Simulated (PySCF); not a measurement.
## A study: CH2F2, SMILES `FCF`

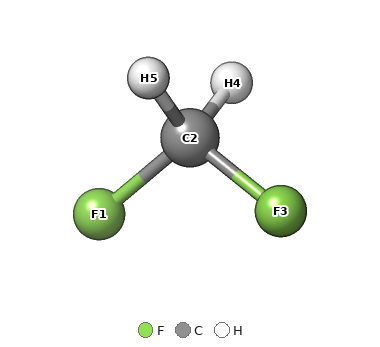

The molecule, with its atoms numbered as below. No frequency check shows the geometry to be a minimum.

Coordinates in Å:

```
F1       1.0886    0.2890    0.0000
C2      -0.0000   -0.4993    0.0000
F3      -1.0886    0.2890    0.0000
H4       0.0000   -1.1036   -0.9174
H5       0.0000   -1.1036    0.9174
```

Part 1: Bonding charge

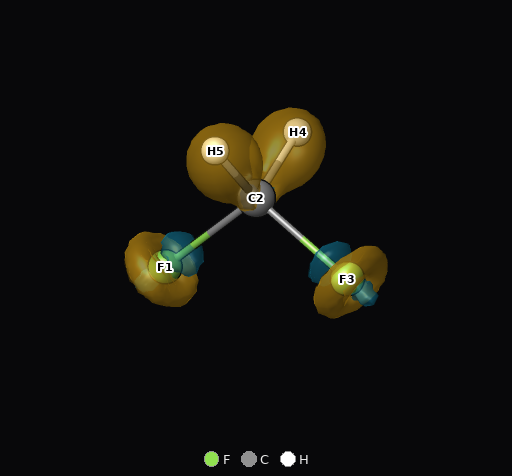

Deformation density (molecule less spherical, spin-averaged free atoms at the same positions), surfaces at ±0.3 e/Å³; yellow: gain, teal: loss.

Computed with PySCF, TPSSh/6-311G**, geometry: GFN2-xTB.

Q: Describe the bonding that the map shows.

A: C2–H4 and C2–H5: +0.83 e/Å³ at the bond critical point (bond length 1.10 Å, Mayer order 0.9). C2–F3 and F1–C2: −0.02 e/Å³ at the bond critical point (bond length 1.34 Å, Mayer order 1.0); up to 0.6 Å beside the axis the gain reaches +0.24 e/Å³. In all, 1.1 electrons gather in the regions of gain relative to the promolecule. A small or negative value marks a very polar bond, one between electron-rich atoms, whose free-atom densities already overlap strongly, a long bond to a heavier atom, or a closed-shell contact such as a hydrogen bond.

Part 2: Bond critical points

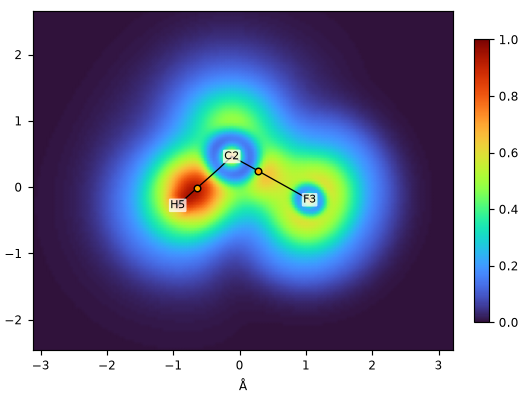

Localised orbital locator (LOL) in the plane of C2, F3 and H5, with bond paths and bond critical points (dots).

Q: What values does LOL take at the bond critical points in this plane?

A: C2–H5: about 0.93; C2–F3: about 0.46. Values above 0.5 mark slow, localised electrons, as in shared pairs; low values at a critical point mark a polar or closed-shell contact whose critical point lies between the shells.

Q: Where along C2–F3 does the critical point lie?

A: 0.45 Å from C2 and 0.89 Å from F3.

Part 3: Electrostatic potential

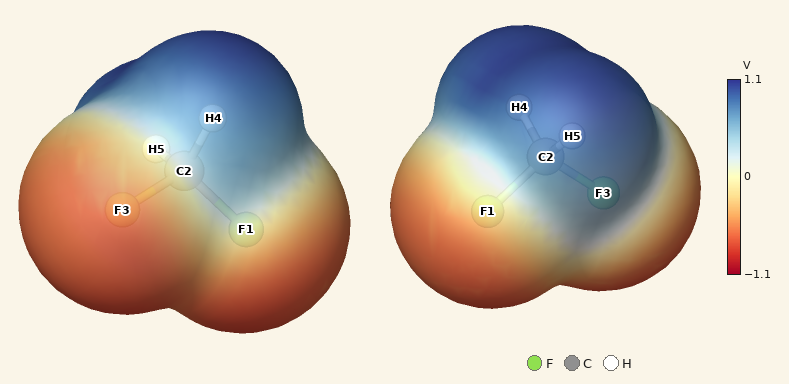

Electrostatic potential on the surface of electron density 0.001 a.u. (back view left, front view right).

Q: Where are the extremes of the potential on the surface?

A: Highest: 1.04 V, near H4 (1.55 Å) and H5 (1.68 Å), over C2 (1.9 Å). Lowest: −0.80 V, 1.6 Å from F3, and at like points elsewhere. The surface is sampled at points, so like sites can differ by a few per cent and only the strongest of them is named.

Part 4: Excited states

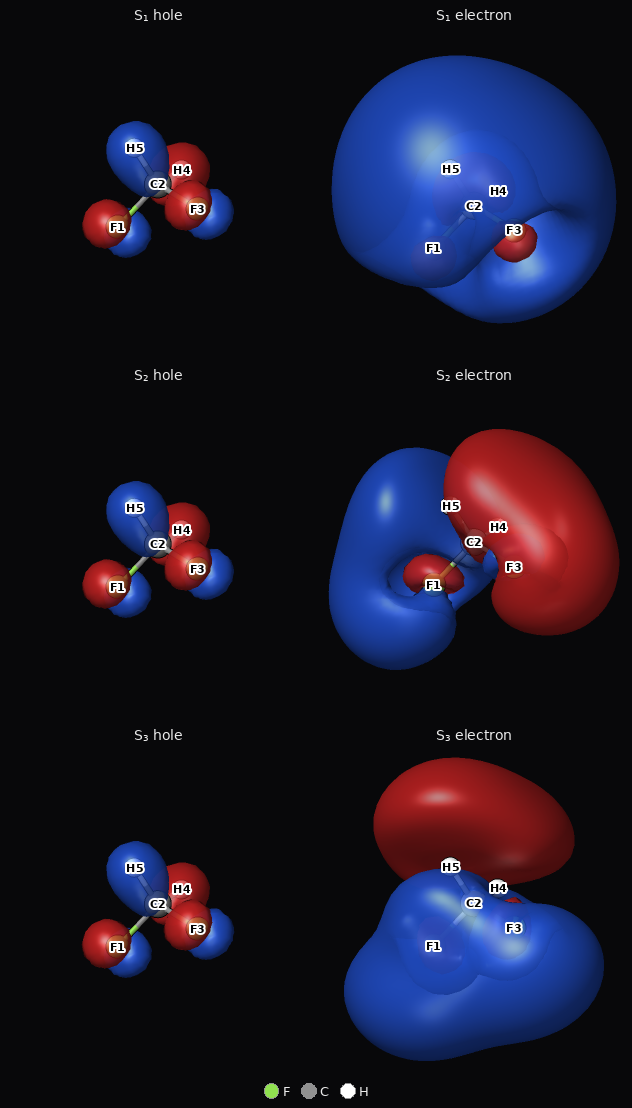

Leading natural transition orbitals (TDA singlet states).

Method: B3LYP/def2-SVPD; geometry: GFN2-xTB; program: PySCF.

Q: Describe these excited states.

A: By state:
- S₁: 9.09 eV (136 nm), f = 0.035, diffuse (Rydberg-like) orbital; the leading pair carries 100 %; hole on F1 and F3 (26 % each), C2 (23 %) and H4 and H5 (13 % each), electron on H4 and H5 (26 % each), C2 (22 %) and F1 and F3 (13 % each) (atom shares of so diffuse an orbital are rough); their centroids lie 0.6 Å apart.
- S₂: 9.92 eV (125 nm), f = 0.000 (dark), partly diffuse acceptor orbital; the leading pair carries 100 %; hole on F1 and F3 (26 % each), C2 (23 %) and H4 and H5 (13 % each), electron on C2 (30 %), F1 and F3 (21 % each) and H4 and H5 (14 % each) (atom shares of so diffuse an orbital are rough); their centroids lie 0.3 Å apart.
- S₃: 10.44 eV (119 nm), f = 0.020, diffuse (Rydberg-like) orbital; the leading pair carries 100 %; hole on F1 and F3 (26 % each), C2 (22 %) and H4 and H5 (13 % each), electron on C2 (22 %), F1 and F3 (20 % each) and H4 and H5 (19 % each) (atom shares of so diffuse an orbital are rough); their centroids lie 0.2 Å apart.

Part 5: In an electric field

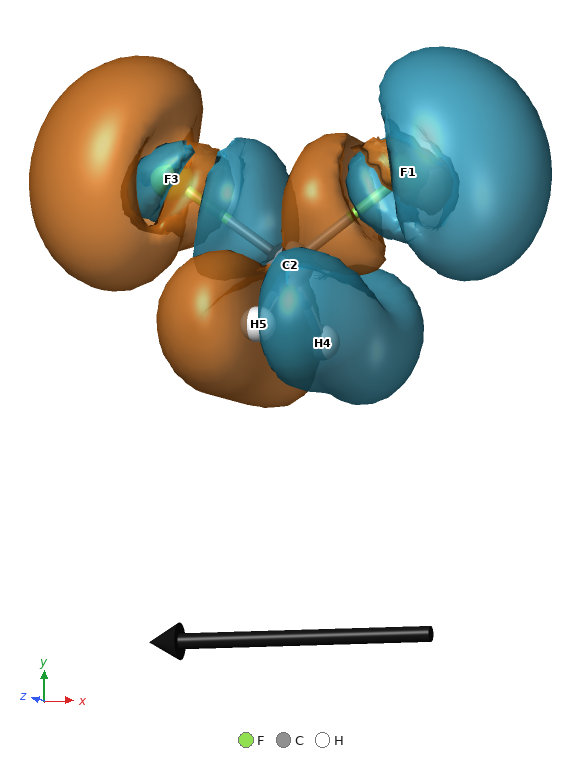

Change of the electron density in a uniform field of 0.21 V/Å along −x (arrow), surfaces at ±0.0008 e/Å³ (light blue: gain, orange: loss).

PySCF calculation, PBE/6-311+G**, gas phase; geometry: GFN2-xTB. The basis has diffuse s and p functions alone, which still leaves polarisabilities too small, most of all across bonds.

The field was applied in both directions; the picture shows the one opposite to the script's first.

Q: How large is the response?

A: The induced dipole is 0.17 D (along the field); α along this axis, from the fields in both directions, is 17 bohr³ (2.5 Å³).

Part 6: Removing or adding an electron

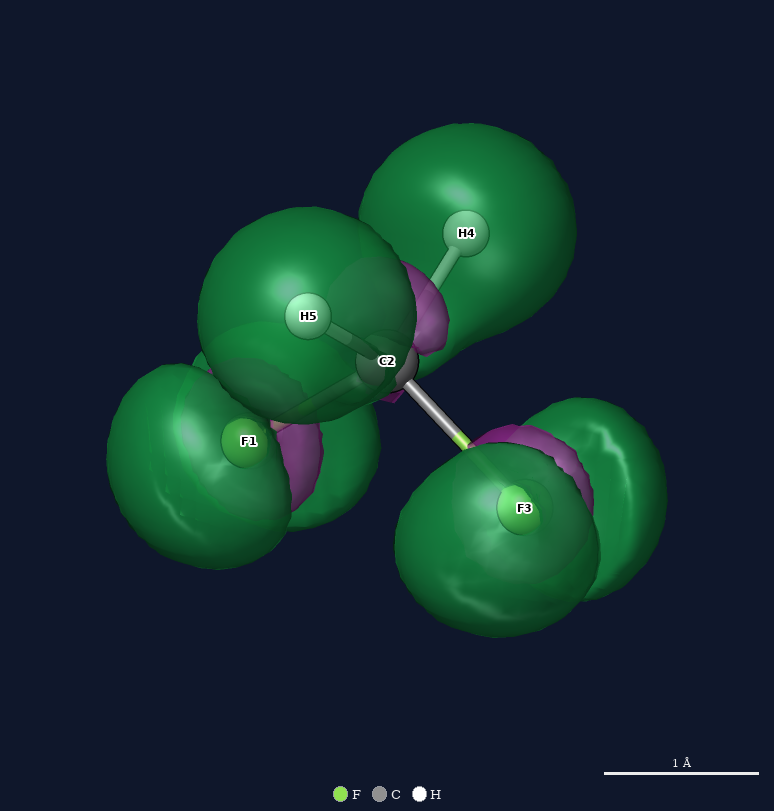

Fukui function f⁻ = ρ(N) − ρ(N−1) at fixed geometry, surfaces at ±0.04 e/Å³ (green positive, purple negative).

PySCF calculation, TPSS/6-311G**, gas phase; geometry: GFN2-xTB.

Q: Which atoms respond most to the removal of an electron?

A: f⁻ (Hirshfeld-condensed) is largest on F1 and F3 (0.26 each), C2 (0.16) and H4 and H5 (0.16 each); the vertical ionisation energy is 12.29 eV. Condensed values hint at sites of electrophilic attack but needn't mark the atom that reacts. Orbital relaxation makes it negative in places (0.10 e in all).

Part 7: Localised orbitals

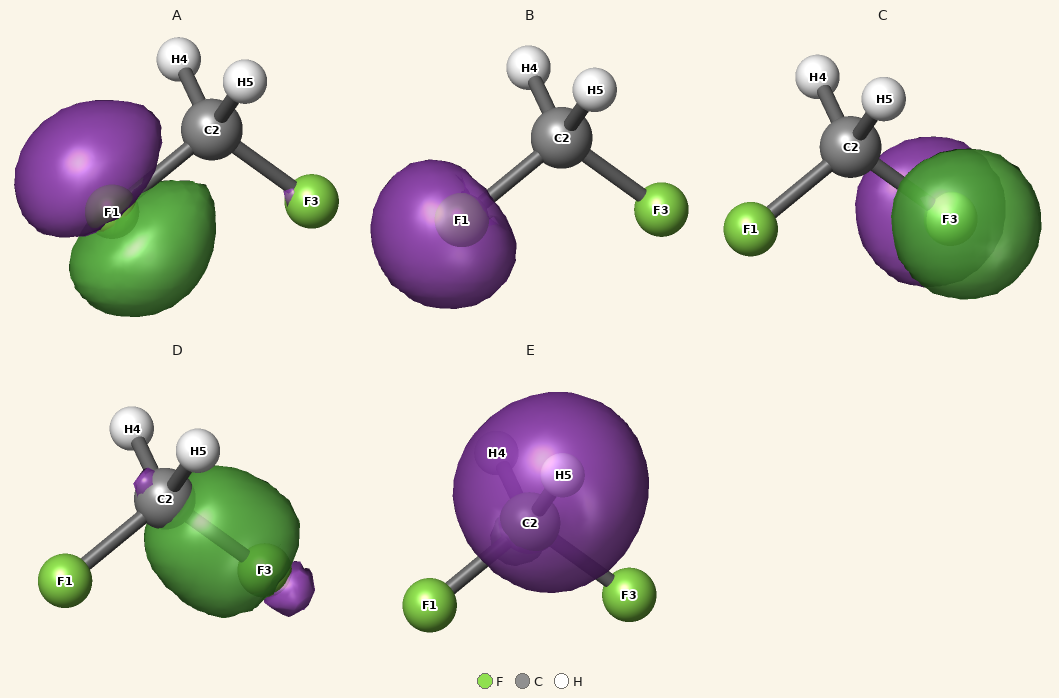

Pipek–Mezey orbitals, occupied; each surface holds about 85 % of the orbital's density. Energies are diagonal elements of the Fock matrix.

PySCF calculation, PBE/def2-SVP, gas phase; geometry: GFN2-xTB.

Q: What does each orbital represent in a Lewis picture?

A: By panel:
- A: lone pair on F1 (p-type) (F1 96 %, C2 3 %; −9.9 eV)
- B: lone pair on F1 (sp0.4-type) (F1 100 %; −21.1 eV)
- C: lone pair on F3 (p-type) (F3 98 %; −9.5 eV)
- D: σ bond F3–C2 (F3 68 %, C2 32 %; −22.1 eV)
- E: σ bond C2–H5 (C2 56 %, H5 44 %; −13.3 eV)

Q: How do all the valence pairs divide up?

A: 10 pairs: 6 lone pairs and 4 σ bonds.

The PySCF runs shown took 4.2 s, 23 s, 8.3 s, 92 s and 2.6 s on 1 thread of Intel(R) Xeon(R) 6975P-C (Granite Rapids), with other jobs on the host.
